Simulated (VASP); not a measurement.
Band structure of ZrB2 (AlB2 type). Level of theory: PBE GGA with D4 dispersion, VASP's PBE PAW potentials (set 64) (plane waves; VASP).

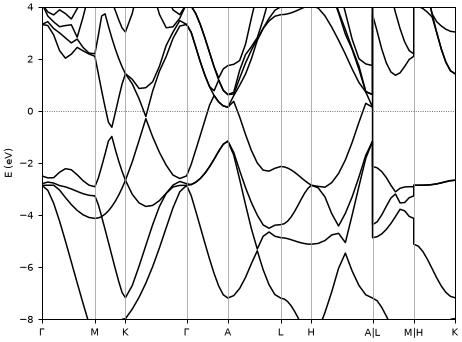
Figure: Bands along high-symmetry lines, zero at the valence-band maximum or, without a gap, the Fermi level

**Question.** Read the plot: is there a gap, and where are the band edges?

**Answer.** It has no gap at this level: it comes out as a metal or semimetal. (Edges off the drawn lines would not show.)

The compound is ZrB2 in the AlB2 type structure. It was relaxed first.
